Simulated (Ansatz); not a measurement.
# UCAM-B3LYP/STO-3G run of SnH3O (SMILES [OH][SnH2])

Aim: the vertical doublet–quartet gap of SnH3O at UCAM-B3LYP/STO-3G, from 2 runs. 

Program for the calculation: Ansatz 0.2.0.

58 further runs of the same task are left out: 7 that didn't finish, 51 set aside as unsound or not needed.

## Step 1: The system as given

The species is SnH3O (5 atoms), meant as a doublet with charge 0. SMILES: `[OH][SnH2]`. Geometry: relaxed at PBE0-D4/def2-TZVP. This is one conformer, not always the lowest.

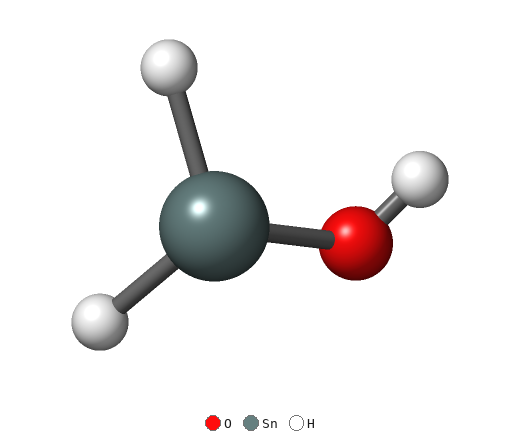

Viewed from a chosen angle; oxygen red, tin teal, hydrogen white.

## Step 2: A single-point energy at UCAM-B3LYP/STO-3G

The input, job.yaml:

```yaml
crystal:
  periodic: [false, false, false]
  atoms:
    - symbol: O
      position_ang: [0.707400, -0.732900, 0.861900]
    - symbol: Sn
      position_ang: [0.104500, 0.308800, -0.705500]
    - symbol: H
      position_ang: [0.368600, -1.631300, 0.873200]
    - symbol: H
      position_ang: [-1.606800, 0.061300, -0.845900]
    - symbol: H
      position_ang: [0.476300, 1.920400, -0.224900]
basis:
  gaussian: {orbitals: STO-3G}
accuracy: high
hamiltonian: {xc: {name: CAM-B3LYP}}
magnetization: {spin_polarized: true, initial_magnetization: 1}
```

Launch:

```console
$ ansatz run job.yaml --threads 1 --pin off --max-ram 2610MiB --events-out events.jsonl --progress --plain --runs-dir runs
```

Standard output:

```text
Warning: RAYON_NUM_THREADS=1 ignored (pool sized by the plan → 1); use --threads N
Functional definition: CAM-B3LYP
  name "CAM-B3LYP"
  parameter alpha = 0.19
  parameter beta = 0.46
  parameter omega = 0.33/bohr
  parameter ac = 0.81
  exchange = (1 - alpha - beta)*b88_x + beta*b88_x_sr(omega) + alpha*exact_x + beta*exact_x_lr(omega)
  correlation = (1 - ac)*vwn5_c + ac*lyp_c
640 factors; integrals over basis functions are off by at most 4.8e-9 eV
160 factors; integrals over basis functions are off by at most 6.4e-10 eV
mean field evaluation 1: about -164393.0425 eV, gradient 1.4e1 eV
mean field evaluation 2: about -164392.1301 eV, gradient 2.0e1 eV
mean field evaluation 4: about -164394.6347 eV, gradient 2.5e-1 eV
mean field evaluation 8: about -164394.5800 eV, gradient 4.2e-3 eV
mean field evaluation 16: about -164394.5800 eV, gradient 4.8e-6 eV
mean field -164394.57997746 eV, -6041.3893835231 hartree, gradient 5.3e-8 eV, S^2 0.752471; 0 other end points of the search recorded, 0 dependent functions left out
reference -164394.57999073 eV, -6041.3893840107 hartree; 31, 30 occupied and 4, 5 virtual orbitals, 640 factors
Total energy: -164394.57999073 eV, -6041.3893840107 hartree
```

It took 3.9 s on 1 thread of Arm Neoverse V2, shared host; peak memory 0.18 GiB.

## Step 3: The quartet, same level

The input, in.yaml:

```yaml
crystal:
  periodic: [false, false, false]
  atoms:
    - symbol: O
      position_ang: [0.707400, -0.732900, 0.861900]
    - symbol: Sn
      position_ang: [0.104500, 0.308800, -0.705500]
    - symbol: H
      position_ang: [0.368600, -1.631300, 0.873200]
    - symbol: H
      position_ang: [-1.606800, 0.061300, -0.845900]
    - symbol: H
      position_ang: [0.476300, 1.920400, -0.224900]
basis:
  gaussian:
    orbitals: STO-3G
magnetization:
  spin_polarized: true
  initial_magnetization: 3
hamiltonian:
  xc: {name: CAM-B3LYP}
accuracy: high
```

Launch:

```console
$ ansatz run in.yaml --threads 1 --pin off --max-ram 2610MiB --events-out events.jsonl --progress --plain --runs-dir runs
```

Standard output:

```text
Warning: RAYON_NUM_THREADS=1 ignored (pool sized by the plan → 1); use --threads N
Functional definition: CAM-B3LYP
  name "CAM-B3LYP"
  parameter alpha = 0.19
  parameter beta = 0.46
  parameter omega = 0.33/bohr
  parameter ac = 0.81
  exchange = (1 - alpha - beta)*b88_x + beta*b88_x_sr(omega) + alpha*exact_x + beta*exact_x_lr(omega)
  correlation = (1 - ac)*vwn5_c + ac*lyp_c
640 factors; integrals over basis functions are off by at most 4.8e-9 eV
160 factors; integrals over basis functions are off by at most 6.4e-10 eV
mean field evaluation 1: about -164387.0086 eV, gradient 5.3e0 eV
mean field evaluation 2: about -164387.4435 eV, gradient 1.2e0 eV
mean field evaluation 4: about -164387.4961 eV, gradient 3.0e-1 eV
mean field evaluation 8: about -164387.5036 eV, gradient 8.8e-2 eV
mean field evaluation 16: about -164387.5056 eV, gradient 8.7e-5 eV
mean field -164387.50560651 eV, -6041.1294051860 hartree, gradient 4.7e-8 eV, S^2 3.751606; 2 other end points of the search recorded, 0 dependent functions left out
reference -164387.50561961 eV, -6041.1294056675 hartree; 32, 29 occupied and 3, 6 virtual orbitals, 640 factors
Total energy: -164387.50561961 eV, -6041.1294056675 hartree
```

It took 4.2 s on 1 thread of Arm Neoverse V2, shared host; peak memory 0.18 GiB.

## Step 4: Results

Level: UCAM-B3LYP/STO-3G.

```
                                        quantity           value
                           doublet: total energy  -6041.38938 Eh
                                   doublet: ⟨S²⟩           0.752
                           quartet: total energy  -6041.12941 Eh
                                   quartet: ⟨S²⟩           3.752
vertical energy of the quartet above the doublet        7.074 eV
```

What this shows: At this shape the quartet lies 7.07 eV (683 kJ/mol) above the doublet. In a minimal basis such a difference can be off by several eV, whatever the method. Relativity is left out (doublet) although the molecule holds a heavy atom. Relativity is left out (quartet) although the molecule holds a heavy atom.
